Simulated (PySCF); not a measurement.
## C₆H₁₂FN: one change and its effect

System: C₆H₁₂FN, SMILES C[C@@H]1CC[C@@H](F)CN1.
Method of run A: GIAO B3LYP/pcSseg-1 NMR shielding, non-relativistic, gas phase (PySCF 2.14.0).

The geometry comes from this level: GFN2-xTB. Text and figures count atoms from 1; the logs count them from 0 in places.

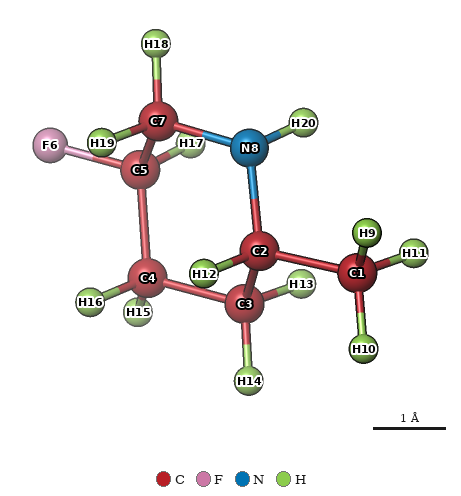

**Figure 1.** The structure (ball-and-stick view, seen at a tilt; atoms are numbered from 1 in the order of the input). Bond lengths as drawn: C–C 1.52 to 1.54 Å, C–F 1.38 Å, C–H 1.09 to 1.10 Å, C–N 1.45 to 1.46 Å and H–N 1.02 Å.

**Input file, run A**
```
{"job": {"kind": "nmr", "xc": "B3LYP", "basis": "pcSseg-1", "pop": false}, "charge": 0, "multiplicity": 1}
C      2.422689     0.340754    -0.030876
C      0.944149     0.284325     0.334888
C      0.384043    -1.139827     0.187128
C     -1.107748    -1.161163     0.514257
C     -1.833759    -0.148238    -0.363871
F     -3.170602    -0.095958    -0.011770
C     -1.206031     1.242636    -0.196575
N      0.212707     1.245299    -0.477927
H      2.782326     1.362567     0.048417
H      3.002428    -0.291545     0.636028
H      2.574924    -0.001066    -1.052675
H      0.820514     0.603946     1.377459
H      0.538065    -1.480364    -0.840904
H      0.918733    -1.820310     0.851034
H     -1.526908    -2.157268     0.358702
H     -1.264698    -0.886752     1.559989
H     -1.813045    -0.458258    -1.418390
H     -1.701431     1.960251    -0.854385
H     -1.351650     1.568693     0.838105
H      0.370147     1.042956    -1.461669
```

The first line tells a small driver script what to run in PySCF; the rest is the geometry in Å.

Command:
```bash
OMP_NUM_THREADS=1 python <driver script> task.json out
```

Hardware: 1 CPU thread, shared host.

**Output (run A)**
```
coarse grid: 16104 points
cycle   1  E = -390.2708755137  dE =  8.690e-01  |g| = 6.380e-01  |ddm| = 3.861e+00
cycle   2  E = -390.2266240477  dE =  4.425e-02  |g| = 8.424e-01  |ddm| = 1.276e+00
cycle   3  E = -390.3536492562  dE = -1.270e-01  |g| = 8.708e-02  |ddm| = 7.248e-01
cycle   4  E = -390.3548093302  dE = -1.160e-03  |g| = 3.670e-02  |ddm| = 8.022e-02
cycle   5  E = -390.3550885902  dE = -2.793e-04  |g| = 6.790e-03  |ddm| = 3.382e-02
cycle   6  E = -390.3550969026  dE = -8.312e-06  |g| = 2.797e-03  |ddm| = 9.073e-03
final grid: 154312 points
cycle   7  E = -390.4233538826  dE = -5.232e-05  |g| = 1.101e-02  |ddm| = 3.811e-02
cycle   8  E = -390.4233241512  dE =  2.973e-05  |g| = 1.658e-02  |ddm| = 2.426e-02
cycle   9  E = -390.4233800039  dE = -5.585e-05  |g| = 1.209e-03  |ddm| = 1.489e-02
cycle  10  E = -390.4233802587  dE = -2.548e-07  |g| = 2.811e-04  |ddm| = 1.121e-03
cycle  11  E = -390.4233802734  dE = -1.469e-08  |g| = 5.836e-05  |ddm| = 2.755e-04
cycle  12  E = -390.4233802741  dE = -6.478e-10  |g| = 2.370e-05  |ddm| = 7.109e-05
converged SCF energy = -390.4233802741

GIAO shielding tensors (ppm)
atom      isotropic    diamagn.    paramagn.     s11        s22        s33       span
  0 C      156.933     244.766     -87.832    139.127    147.255    184.418     45.291
  1 C      124.313     245.534    -121.221    114.901    120.221    137.817     22.916
  2 C      141.094     250.265    -109.171    124.429    134.469    164.383     39.954
  3 C      144.079     247.648    -103.568    135.066    143.263    153.908     18.842
  4 C       85.786     247.401    -161.616     51.515     64.794    141.049     89.534
  5 F      380.061     469.892     -89.831    363.852    381.833    394.499     30.646
  6 C      124.174     245.148    -120.974    102.378    123.028    147.116     44.738
  7 N      190.573     322.444    -131.871    155.603    187.756    228.358     72.755
  8 H       30.348      28.658       1.691     26.326     27.880     36.838     10.512
  9 H       30.668      28.993       1.674     26.530     28.374     37.099     10.569
 10 H       31.182      30.398       0.784     27.839     29.693     36.013      8.174
 11 H       29.436      32.719      -3.283     26.880     28.026     33.402      6.522
 12 H       31.011      33.378      -2.367     27.321     30.864     34.849      7.529
 13 H       30.020      31.918      -1.898     25.046     29.297     35.717     10.670
 14 H       29.552      29.659      -0.107     25.365     27.879     35.414     10.049
 15 H       30.192      31.327      -1.136     27.457     28.707     34.411      6.954
 16 H       27.499      31.448      -3.949     23.960     28.581     29.956      5.995
 17 H       28.389      28.963      -0.574     23.765     27.793     33.609      9.844
 18 H       29.044      30.390      -1.346     25.275     28.525     33.333      8.059
 19 H       31.945      35.454      -3.509     25.135     32.254     38.446     13.311
```

Run B used a changed input.

**The two runs side by side**

| quantity | run A | run B |
| --- | --- | --- |
| outcome | converged | converged |
| total energy (hartree) | −390.423380 | −390.429287 |
| HOMO (eV) | −6.23 | −6.16 |
| LUMO (eV) | 0.92 | 1.23 |
| dipole moment (D) | 2.02 | 2.39 |
| shielding of C1 (ppm) | 156.9 | 157.4 |
| shielding of C3 (ppm) | 141.1 | 142.0 |
| shielding of C4 (ppm) | 144.1 | 144.5 |
| shielding of F6 (ppm) | 380.1 | 386.7 |
| shielding of C7 (ppm) | 124.2 | 124.9 |
| shielding of N8 (ppm) | 190.6 | 194.2 |
| shielding of H20 (ppm) | 31.9 | 31.5 |
| SCF iterations | 12 | 12 |
| basis functions | 196 | 196 |
| wall time (shared host) | 26 s | 27 s |

Which change of the input explains these differences?

The change (lines with − go, lines with + come):
```diff
+"solvent": "chloroform"
```

The total energy of run B is 3.7 kcal/mol lower: the change of the electrostatic solvation energy at this fixed geometry, without cavity or dispersion terms. The HOMO goes from −6.23 to −6.16 eV. The LUMO goes from 0.92 to 1.23 eV. The dipole moment goes from 2.02 to 2.39 D. Of all shieldings, the largest change is that of F6, by +6.7 ppm. The reaction field of the continuum polarises the molecule further, so the dipole moment is larger in solution. The number of SCF iterations is the same.

**Output (run B)**
```
coarse grid: 16104 points
cycle   1  E = -390.2807462521  dE =  8.596e-01  |g| = 6.276e-01  |ddm| = 3.861e+00
cycle   2  E = -390.2422881498  dE =  3.846e-02  |g| = 8.114e-01  |ddm| = 1.166e+00
cycle   3  E = -390.3598263339  dE = -1.175e-01  |g| = 7.988e-02  |ddm| = 6.557e-01
cycle   4  E = -390.3607792828  dE = -9.529e-04  |g| = 3.513e-02  |ddm| = 7.356e-02
cycle   5  E = -390.3610345082  dE = -2.552e-04  |g| = 5.893e-03  |ddm| = 3.031e-02
cycle   6  E = -390.3610407265  dE = -6.218e-06  |g| = 2.408e-03  |ddm| = 7.354e-03
final grid: 154312 points
cycle   7  E = -390.4292634634  dE = -5.414e-05  |g| = 1.046e-02  |ddm| = 3.784e-02
cycle   8  E = -390.4292399217  dE =  2.354e-05  |g| = 1.527e-02  |ddm| = 2.190e-02
cycle   9  E = -390.4292870951  dE = -4.717e-05  |g| = 1.137e-03  |ddm| = 1.306e-02
cycle  10  E = -390.4292873172  dE = -2.221e-07  |g| = 2.563e-04  |ddm| = 9.959e-04
cycle  11  E = -390.4292873294  dE = -1.215e-08  |g| = 5.348e-05  |ddm| = 2.322e-04
cycle  12  E = -390.4292873299  dE = -5.371e-10  |g| = 2.146e-05  |ddm| = 6.037e-05
converged SCF energy = -390.4292873299

GIAO shielding tensors (ppm)
atom      isotropic    diamagn.    paramagn.     s11        s22        s33       span
  0 C      157.426     245.020     -87.594    139.262    148.035    184.982     45.720
  1 C      124.709     245.465    -120.756    115.518    120.277    138.333     22.816
  2 C      142.047     250.069    -108.022    126.291    134.608    165.241     38.950
  3 C      144.521     247.872    -103.351    135.054    143.937    154.571     19.517
  4 C       85.390     247.959    -162.569     49.412     64.274    142.482     93.070
  5 F      386.716     470.833     -84.117    372.845    387.412    399.890     27.045
  6 C      124.936     245.456    -120.520    102.957    123.605    148.245     45.288
  7 N      194.203     323.449    -129.246    159.024    192.269    231.315     72.291
  8 H       30.487      28.810       1.677     26.475     28.029     36.956     10.481
  9 H       30.604      28.963       1.641     26.415     28.320     37.078     10.664
 10 H       31.073      30.364       0.709     27.679     29.583     35.957      8.278
 11 H       29.352      32.709      -3.356     26.777     27.929     33.351      6.574
 12 H       30.838      33.247      -2.409     27.110     30.670     34.733      7.623
 13 H       29.979      31.797      -1.819     24.935     29.257     35.743     10.808
 14 H       29.528      29.623      -0.095     25.314     27.855     35.414     10.100
 15 H       30.139      31.342      -1.204     27.404     28.658     34.354      6.950
 16 H       27.270      31.383      -4.113     23.767     28.380     29.662      5.895
 17 H       28.363      28.921      -0.559     23.703     27.778     33.607      9.904
 18 H       29.017      30.471      -1.454     25.225     28.526     33.300      8.075
 19 H       31.502      35.407      -3.905     24.710     31.509     38.287     13.577
```
